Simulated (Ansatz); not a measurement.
**Nudged elastic band, with input and output: SiC18 (part 1 of 4)**

The run: nudged elastic band of SiC18 (slab, 19 atoms in the cell). Method and program: DFT PBE, scalar-relativistic, plane waves, PAW, spin-polarised (Ansatz 0.2.0).

It belongs to a series of runs on one base structure; here: band between the two ends. Figures and captions count atoms from 1; the log counts them from 0 in places.

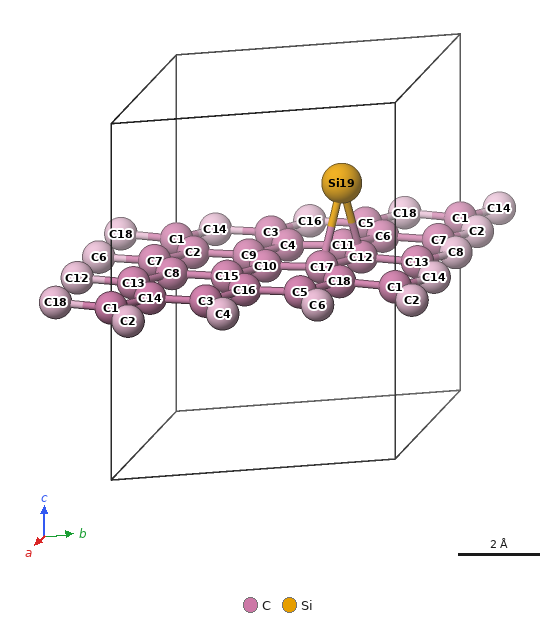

*The structure as given in the input (ball-and-stick view of the cell of the calculation, with the vacuum cut short, seen slightly off an axis; neighbours outside the cell are drawn fainter; atoms are numbered from 1 in the order of the input). An atom can appear more than once, as a periodic image.*

Near neighbours in the periodic cell (some may lie outside the picture): C has 3 C at 1.41 to 1.44 Å; C has 3 C at 1.44 to 1.45 Å and 1 Si at 2.14 Å; Si has 2 C at 2.14 Å.

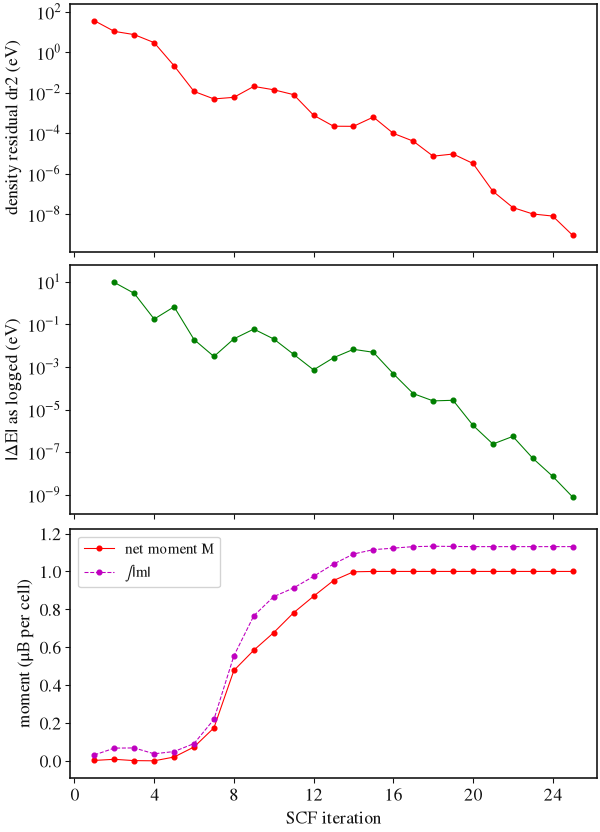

*Convergence of the self-consistent field: density residual dr2, size of the energy change and magnetic moment against the SCF iteration.*

The residual falls unevenly and jumps up by a factor of two or more 2 times on the way down. The net moment goes from 0.0 to 1.0 μB per cell.

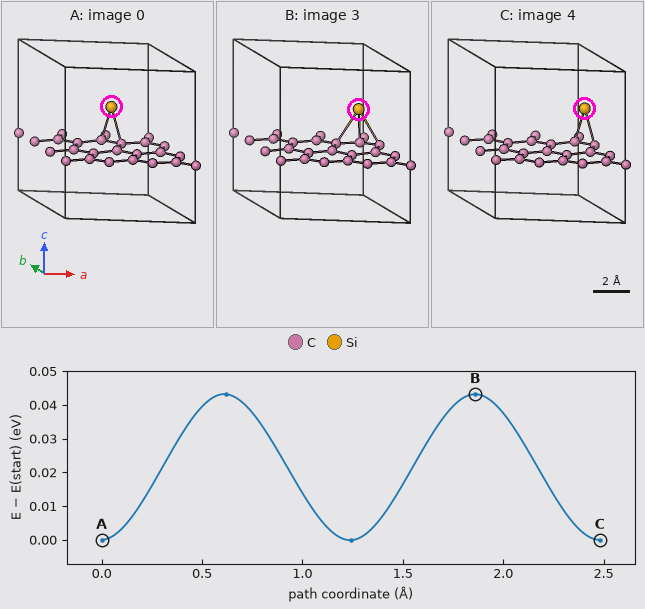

*Images of the last band (counted from 0; ball-and-stick, simulation cell, with the vacuum cut short, seen slightly off an axis), with the moving atom and its periodic copies ringed, above the energy along the path; the line is a cubic interpolation that uses the forces.*

The highest image is number 3, 0.043 eV above the start and 0.043 eV above the end (the climbing image); start and end have the same energy. A further maximum stands at image 1, 0.043 eV from the start, so the path isn't one elementary step. The path is 2.48 Å long, and Si19 moves most (2.47 Å). The band converged in 9 iterations.

These pictures come from the run below.

Input:
```yaml
crystal:
  lattice:
    - [7.398, 0.0, 0.0]
    - [-3.699, 6.406856, 0.0]
    - [0.0, 0.0, 11.0]
  atoms:
    - { symbol: C, position: [0.00520874, 0.00180801, 0.08658324] }
    - { symbol: C, position: [0.22679734, 0.1117343, 0.08596713] }
    - { symbol: C, position: [0.00405634, 0.33471963, 0.08592896] }
    - { symbol: C, position: [0.22566108, 0.44465681, 0.08655476] }
    - { symbol: C, position: [0.00497257, 0.6677432, 0.09093236] }
    - { symbol: C, position: [0.22582718, 0.77866736, 0.09092061] }
    - { symbol: C, position: [0.33772029, 0.00089243, 0.08928136] }
    - { symbol: C, position: [0.55997135, 0.11277063, 0.08988176] }
    - { symbol: C, position: [0.33688556, 0.33331197, 0.08608628] }
    - { symbol: C, position: [0.55796597, 0.44262952, 0.09124972] }
    - { symbol: C, position: [0.33506143, 0.66580444, 0.09226332] }
    - { symbol: C, position: [0.55906803, 0.77979624, 0.09598139] }
    - { symbol: C, position: [0.67290277, 0.00383053, 0.09128568] }
    - { symbol: C, position: [0.89398987, 0.11315705, 0.0860703] }
    - { symbol: C, position: [0.67084881, 0.33366395, 0.08986528] }
    - { symbol: C, position: [0.89312037, 0.44553578, 0.08926911] }
    - { symbol: C, position: [0.67170944, 0.6665955, 0.09598861] }
    - { symbol: C, position: [0.89573625, 0.78063102, 0.09232773] }
    - { symbol: Si, position: [0.6159267, 0.72382472, 0.27901711], spin: 0.22 }
magnetization:
  spin_polarized: true
basis:
  ecutwfc: 420.0
kpoints:
  mp_grid: { grid: [2, 2, 1] }
hamiltonian:
  xc: pbe
scf:
  occupations: { method: fermi_dirac, width: 0.02 }
  lower_state_search: "off"
neb:
  images: 3
  f_tol: 0.03
  initial_path: idpp
  max_iterations: 80
  final_atoms:
    - { symbol: C, position: [0.0062361, 0.00383053, 0.09128568] }
    - { symbol: C, position: [0.2273232, 0.11315705, 0.0860703] }
    - { symbol: C, position: [0.00418214, 0.33366395, 0.08986528] }
    - { symbol: C, position: [0.2264537, 0.44553578, 0.08926911] }
    - { symbol: C, position: [0.00504277, 0.6665955, 0.09598861] }
    - { symbol: C, position: [0.22906958, 0.78063102, 0.09232773] }
    - { symbol: C, position: [0.33854207, 0.00180801, 0.08658324] }
    - { symbol: C, position: [0.56013067, 0.1117343, 0.08596713] }
    - { symbol: C, position: [0.33738967, 0.33471963, 0.08592896] }
    - { symbol: C, position: [0.55899441, 0.44465681, 0.08655476] }
    - { symbol: C, position: [0.3383059, 0.6677432, 0.09093236] }
    - { symbol: C, position: [0.55916051, 0.77866736, 0.09092061] }
    - { symbol: C, position: [0.67105362, 0.00089243, 0.08928136] }
    - { symbol: C, position: [0.89330468, 0.11277063, 0.08988176] }
    - { symbol: C, position: [0.67021889, 0.33331197, 0.08608628] }
    - { symbol: C, position: [0.8912993, 0.44262952, 0.09124972] }
    - { symbol: C, position: [0.66839476, 0.66580444, 0.09226332] }
    - { symbol: C, position: [0.89240136, 0.77979624, 0.09598139] }
    - { symbol: Si, position: [0.94926003, 0.72382472, 0.27901711] }
  order_check: true
```

Launched with:
```bash
ansatz run input.yaml --threads 2 --pin off --max-ram 5120MiB --backend cpu --events-out ev --progress --plain --runs-dir out
```

Log:
```
Warning: neb: disabling space-group detection — the band's intermediate images generally break the endpoint symmetry, so no spatial operation reduces the k-mesh or symmetrises the density, except that a semilocal band can use its path's symmetry ahead of convergence; time reversal is kept, so that k and −k are solved as one point where they differ and the mesh holds both, and exact exchange and, on two spinor components, a DFT+U term hold to it where the run has them: on two components no moment then forms, and a state that bears one, which a typed moment (crystal.atoms[].spin; refused beside efield: under a hybrid functional) reaches, can lie lower, under hf by electronvolts; crystal.symmetry.detect: false (a key that needs symmetry detection or time reversal refuses this as the deck is read) with time_reversal: false beside it drops time reversal too
Engine: ansatz 0.2.0, x86_64-unknown-linux-gnu
Pseudopotentials: kind: paw
Pseudopotential: C, paw, valence charge 4, recommended cutoff 420 eV (normal), C.paw.azcp
Pseudopotential: Si, paw, valence charge 4, recommended cutoff 420 eV (normal), Si.paw.azcp
Functional definition: PBE
  parameter kappa = 0.804
  parameter beta = 0.06672455060314922
  exchange = pbe_x(kappa = kappa, mu = beta*pi^2/3)
  correlation = pbe_c(beta = beta)
parallel-image band execution: 2 concurrent image workers
NEB image 0
Crystal: 19 atoms, lattice volume = 521.377 Å³
Basis set: ecut = 420 eV, 10225 PW (Γ), exchange–correlation on 100×100×150 points (8 copies of the dense FFT grid, shifted against one another)
Bands: 58, of which v1, the nominal top of the filled ones, is band 38 counted from 1 (37 counted from 0)
Symmetry: 1 space group operations
k-points: 4
Non-local potential: C, projectors of the file, l = 0: 2, l = 1: 2, l = 2: 1
Non-local potential: Si, projectors of the file, l = 0: 2, l = 1: 2, l = 2: 2
PAW form: soft (Blöchl's): semilocal exchange-correlation on the pseudo side does not see the compensation charge
PAW one-centre angular grid: C, 110 points (default); XC on 64 Gauss nodes
PAW one-centre angular grid: Si, 110 points (default); XC on 64 Gauss nodes
Initial density: superposition of atomic densities (neutral atoms: chi_scale 0, normalization atom)
Starting moments: Σ|m| = 0.22 μB on 1 of 19 sites
Initial wavefunctions: pseudopotential atomic-orbital guess
Functional: x = pbe(κ = 0.804, μ = 0.2195149727645171), c = pbe(β = 0.06672455060314922)
```
